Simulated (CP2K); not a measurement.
# CH4BClO (SMILES OCBCl) at PM6

Aim: the energy difference between two shapes of CH4BClO at PM6, from 2 runs. The job is set up through an ASE script.

The calculation is run with CP2K 2026.2.

1 further run of the same task is left out (it didn't finish).

## Step 1: The system as given

The species is CH4BClO (8 atoms), meant as a singlet with charge 0. SMILES: `OCBCl`. Geometry: relaxed at GFN2-xTB. This is one conformer, not always the lowest.

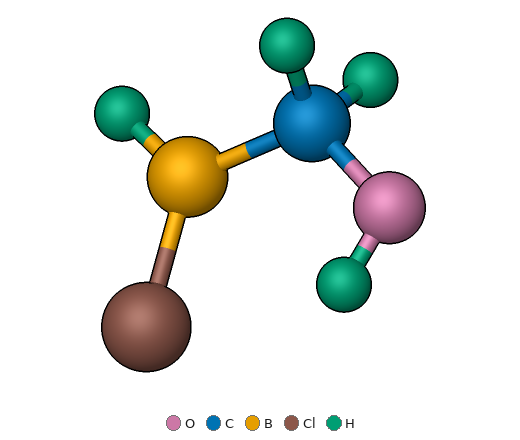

Viewed from a chosen angle; oxygen pink, carbon blue, boron amber, chlorine brown, hydrogen teal.

## Step 2: Energy and forces at PM6

molecule.xyz reads:

```xyz
8

O     -0.222060     1.474600    -0.473150
C      0.455290     0.447390     0.227810
B     -0.169950    -1.001370     0.180220
Cl    -1.524560    -1.291430    -0.793790
H     -0.896000     1.075170    -1.038920
H      0.564340     0.788870     1.266180
H      1.489570     0.390620    -0.156600
H      0.303360    -1.883850     0.788240
```

job.py reads:

```python
import numpy as np
from ase.io import read
from ase.calculators.cp2k import CP2K

atoms = read("molecule.xyz")
atoms.set_cell([11.0, 11.4, 10.3])
atoms.center()
inp = """
&FORCE_EVAL
   METHOD QUICKSTEP
   &DFT
      ! Quickstep
      &QS
         METHOD PM6
         EPS_DEFAULT 1.0E-10
         &SE
            &COULOMB
               CUTOFF [angstrom] 50
               RC_RANGE [angstrom] 0
            &END COULOMB
            &EXCHANGE
               CUTOFF [angstrom] 50
               RC_RANGE [angstrom] 0
            &END EXCHANGE
         &END SE
      &END QS
      ! isolated system
      &POISSON
         PERIODIC NONE
         POISSON_SOLVER ANALYTIC
      &END POISSON
      ! SCF settings
      &SCF
         SCF_GUESS ATOMIC
         EPS_SCF 1.0E-07
         MAX_SCF 150
         &DIAGONALIZATION
            ALGORITHM STANDARD
         &END DIAGONALIZATION
         &MIXING
            METHOD DIRECT_P_MIXING
            ALPHA 0.4
         &END MIXING
      &END SCF
      &PRINT
         &MOMENTS
            PERIODIC F
            REFERENCE COM
            MAX_MOMENT 1
         &END MOMENTS
         &MO ON
            ENERGIES T
            OCCUPATION_NUMBERS T
            NDIGITS 6
            &EACH
               QS_SCF 0
            &END EACH
            ADD_LAST NUMERIC
         &END MO
         &HIRSHFELD OFF
         &END HIRSHFELD
      &END PRINT
   &END DFT
   ! atoms, cell and kinds
   &SUBSYS
   &END SUBSYS
&END FORCE_EVAL
"""
calculator = CP2K(command="cp2k.psmp -s", label="job", inp=inp, basis_set=None, basis_set_file=None, potential_file=None, pseudo_potential=None, xc=None, cutoff=None, max_scf=None, charge=None, uks=False,
            force_eval_method=None, print_level="LOW", poisson_solver=None, stress_tensor=False)
atoms.calc = calculator
print("E / eV:", round(atoms.get_potential_energy(), 6))
forces = atoms.get_forces()
print(np.array2string(forces, precision=5, suppress_small=True))
print("largest force / (eV/A): %.4f" % np.linalg.norm(forces, axis=1).max())
```

The run is started by

```console
$ OMP_NUM_THREADS=1 python job.py
```

The log of the run:

```text
E / eV: -778.932028
[[ 0.07327  0.16355  0.10143]
 [ 0.23972 -0.48757  0.14788]
 [ 1.0218   0.595    0.636  ]
 [-1.14297 -0.24392 -0.8024 ]
 [-0.33677  0.23278 -0.3927 ]
 [-0.1891   0.10508  0.23812]
 [ 0.0885  -0.01985 -0.22466]
 [ 0.24554 -0.34508  0.29633]]
largest force / (eV/A): 1.4176
```

job.out, shortened:

```text
CP2K| version string:                                       CP2K version 2026.2
[...]
 GLOBAL| Method name                                                        CP2K
[...]
 GLOBAL| Run type                                                   ENERGY_FORCE
[...]
 *** WARNING in qs_kind_types.F:2264 :: Information provided in the input ***
 *** file regarding BASIS for KIND <O> will be ignored!                   ***
 *** WARNING in qs_kind_types.F:2264 :: Information provided in the input ***
 *** file regarding BASIS for KIND <C> will be ignored!                   ***
 *** WARNING in qs_kind_types.F:2264 :: Information provided in the input ***
 *** file regarding BASIS for KIND <B> will be ignored!                   ***
 *** WARNING in qs_kind_types.F:2264 :: Information provided in the input ***
 *** file regarding BASIS for KIND <Cl> will be ignored!                  ***
 *** WARNING in qs_kind_types.F:2264 :: Information provided in the input ***
 *** file regarding BASIS for KIND <H> will be ignored!                   ***
[...]
                             - Atoms:                                          8
[...]
                             - Spherical basis functions:                     25
[...]
 Number of electrons:                                                         24
[...]
     1 P_Mix/Diag. 0.40E+00    0.0     0.74266338       -23.8367337051 -2.38E+01
[...]
    19 DIIS/Diag.  0.33E-07    0.0     0.00000009       -28.6252265546 -1.53E-13
  *** SCF run converged in    19 steps ***
  Core-core repulsion energy [eV]:                           1347.62725167642793
  Core Hamiltonian energy [eV]:                             -1257.52175594631990
  Two-electron integral energy [eV]:                        -1738.07504697756303
  Electronic energy [eV]:                                   -2126.55927943510142
  Total energy [eV]:                                         -778.93202775867360
  Atomic reference energy [eV]:                               775.93496294774911
  Heat of formation [kcal/mol]:                               -69.11396190351347
[...]
 SE_DIPOLE| Moment [Debye]         -0.62041369       1.74980570      -0.52606019
 SE_DIPOLE| Derivative [a.u.]       0.00000000       0.00000000       0.00000000
 ENERGY| Total FORCE_EVAL ( QS ) energy [hartree]            -28.625226554620745
[...]
```

Wall time 0.76 s (1 thread of Arm Neoverse V2, shared host).

## Step 3: The distorted shape at the same level

molecule.xyz reads:

```xyz
8

O     -0.264893     1.427198    -0.497081
C      0.447842     0.455662     0.291167
B     -0.161717    -1.017363     0.191373
Cl    -1.575539    -1.383918    -0.845667
H     -0.924516     1.000772    -0.941952
H      0.613628     0.826841     1.281862
H      1.480035     0.369929    -0.245658
H      0.346163    -1.892055     0.756359
```

cp2k_ase.py reads:

```python
import numpy as np
from ase.io import read
from ase.calculators.cp2k import CP2K

atoms = read("molecule.xyz")
atoms.set_cell([11.1, 11.3, 10.2])
atoms.center()
template = """
&FORCE_EVAL
  METHOD QS
  &DFT
    &QS
      METHOD PM6
      EPS_DEFAULT 1.0E-10
      &SE
        &COULOMB
          CUTOFF [angstrom] 50
          RC_RANGE [angstrom] 0
        &END COULOMB
        &EXCHANGE
          CUTOFF [angstrom] 50
          RC_RANGE [angstrom] 0
        &END EXCHANGE
      &END SE
    &END QS
    &POISSON
      PERIODIC NONE
      POISSON_SOLVER ANALYTIC
    &END POISSON
    &SCF
      SCF_GUESS ATOMIC
      EPS_SCF 1.0E-07
      MAX_SCF 150
      &DIAGONALIZATION
        ALGORITHM STANDARD
      &END DIAGONALIZATION
      &MIXING
        METHOD DIRECT_P_MIXING
        ALPHA 0.4
      &END MIXING
    &END SCF
    &PRINT
      &MOMENTS
        PERIODIC F
        REFERENCE COM
        MAX_MOMENT 1
      &END MOMENTS
      &MO ON
        ENERGIES T
        OCCUPATION_NUMBERS T
        NDIGITS 6
        &EACH
          QS_SCF 0
        &END EACH
        ADD_LAST NUMERIC
      &END MO
      &HIRSHFELD OFF
      &END HIRSHFELD
    &END PRINT
  &END DFT
  &SUBSYS
  &END SUBSYS
&END FORCE_EVAL
"""
calc = CP2K(command="cp2k.psmp -s", label="job", inp=template, basis_set=None, basis_set_file=None, potential_file=None, pseudo_potential=None, xc=None, cutoff=None, max_scf=None, charge=None, uks=False,
            force_eval_method=None, print_level="LOW", poisson_solver=None, stress_tensor=False)
atoms.calc = calc
print("E / eV:", round(atoms.get_potential_energy(), 6))
forces = atoms.get_forces()
print(np.array2string(forces, precision=5, suppress_small=True))
print("largest force / (eV/A): %.4f" % np.linalg.norm(forces, axis=1).max())
```

The run is started by

```console
$ OMP_NUM_THREADS=1 python cp2k_ase.py
```

The log of the run:

```text
E / eV: -778.745125
[[ 1.41498  0.42592  1.41172]
 [ 0.49293 -0.97357 -1.99476]
 [-0.36935  0.82399 -0.34363]
 [ 0.79418  0.33306  0.56105]
 [-1.49448 -0.27894 -1.12214]
 [-0.16164  0.29547  0.47704]
 [-0.92909  0.04796  0.64667]
 [ 0.25247 -0.67389  0.36406]]
largest force / (eV/A): 2.2737
```

job.out, shortened:

```text
CP2K| version string:                                       CP2K version 2026.2
[...]
 GLOBAL| Method name                                                        CP2K
[...]
 GLOBAL| Run type                                                   ENERGY_FORCE
[...]
 *** WARNING in qs_kind_types.F:2264 :: Information provided in the input ***
 *** file regarding BASIS for KIND <O> will be ignored!                   ***
 *** WARNING in qs_kind_types.F:2264 :: Information provided in the input ***
 *** file regarding BASIS for KIND <C> will be ignored!                   ***
 *** WARNING in qs_kind_types.F:2264 :: Information provided in the input ***
 *** file regarding BASIS for KIND <B> will be ignored!                   ***
 *** WARNING in qs_kind_types.F:2264 :: Information provided in the input ***
 *** file regarding BASIS for KIND <Cl> will be ignored!                  ***
 *** WARNING in qs_kind_types.F:2264 :: Information provided in the input ***
 *** file regarding BASIS for KIND <H> will be ignored!                   ***
[...]
                             - Atoms:                                          8
[...]
                             - Spherical basis functions:                     25
[...]
 Number of electrons:                                                         24
[...]
     1 P_Mix/Diag. 0.40E+00    0.0     0.70886835       -23.8558518146 -2.39E+01
[...]
    21 DIIS/Diag.  0.37E-07    0.0     0.00000005       -28.6183580226  1.07E-14
  *** SCF run converged in    21 steps ***
  Core-core repulsion energy [eV]:                           1331.81917408848676
  Core Hamiltonian energy [eV]:                             -1259.46031087061692
  Two-electron integral energy [eV]:                        -1702.20797743008325
  Electronic energy [eV]:                                   -2110.56429958565832
  Total energy [eV]:                                         -778.74512549717178
  Atomic reference energy [eV]:                               775.93496294774911
  Heat of formation [kcal/mol]:                               -64.80389302077350
[...]
 SE_DIPOLE| Moment [Debye]         -1.28075187       1.63297462      -0.99472962
 SE_DIPOLE| Derivative [a.u.]       0.00000000       0.00000000       0.00000000
 ENERGY| Total FORCE_EVAL ( QS ) energy [hartree]            -28.618358022594357
[...]
```

It took 0.72 s on 1 thread of Arm Neoverse V2, shared host.

## Step 4: What came out

At PM6:

| quantity | value |
| --- | --- |
| first shape: total energy | -28.62523 Eh |
| first shape: dipole moment | 1.93 D |
| first shape: HOMO energy | -10.43 eV |
| first shape: heat of formation | -69.1 kcal/mol |
| distorted shape: total energy | -28.61836 Eh |
| distorted shape: dipole moment | 2.30 D |
| distorted shape: HOMO energy | -10.63 eV |
| distorted shape: heat of formation | -64.8 kcal/mol |
| energy change with the atoms displaced | 0.187 eV |

With the atoms displaced the energy rises by 0.19 eV (4.3 kcal/mol). The first shape isn't relaxed at this level, so the change isn't measured from a minimum.
